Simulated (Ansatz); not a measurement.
Consider RbOsF3 (cubic perovskite) (Pm-3m).

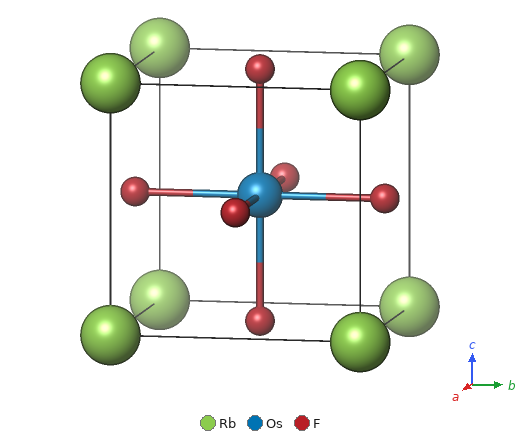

The structure (rubidium green, osmium blue, fluorine red). Some periodic images of atoms are drawn too.

The structure was built from a prototype and need not be the compound's stable phase.

```yaml
crystal:
  lattice:
    - [0.00000, -4.29920, 0.00000]
    - [0.00000, 0.00000, 4.29920]
    - [-4.29920, 0.00000, 0.00000]
  atoms:
    - { symbol: Rb, position: [0.00000, 0.00000, 0.00000] }
    - { symbol: Os, position: [0.50000, 0.50000, 0.50000] }
    - { symbol: F, position: [0.50000, 0.50000, 0.00000] }
    - { symbol: F, position: [0.50000, 0.00000, 0.50000] }
    - { symbol: F, position: [0.00000, 0.50000, 0.50000] }
```

The structure was relaxed with PBE. The structure type comes from a generator and need not be one that this composition takes. The structure was generated from a model, not taken from a measurement. The runs that relaxed it are not among those shown. The program's search for lower electronic states was switched off, so nothing shows that the state found is the lowest. Spin-orbit coupling is left out unless a run names it. PAW set soft_2, made with PBE.

A constrained-RPA run (Ansatz 0.2.0; non-magnetic PBE; Os d, bands v3 to c2, 4×4×4 mesh, medium accuracy) builds 5 functions on bands 4.6 eV wide, with 6.0 electrons in the window. The bare on-site interaction is 12.8 eV and the bare J 0.47 eV.

Q: What U and J survive the screening?

On the Os d shell, U = 4.84 eV (38 % of the bare value), U′ = 4.10 eV, J = 0.34 eV.

The parent state is non-magnetic and the interaction static (zero frequency); U depends on the window and the orbitals, so it belongs to this model alone. Spin-orbit coupling, which is strong for atoms this heavy, is left out.

[Paths, hosts, dates, memory and timing lines, banners, echoed tables and standing remarks are left out of the program output.]

[Logs are printed without paths, hosts, clocks, repeated set-up lines and the standing remarks that a program may print on its own settings, such as how far it seeks lower states.]

[Runs of the session that timed out or met a known fault of the program may be left out.]

[Hosts, paths, dates, database ids (printed as entryN), source tags and the programs' standing remarks are cut or masked in the printed files.]
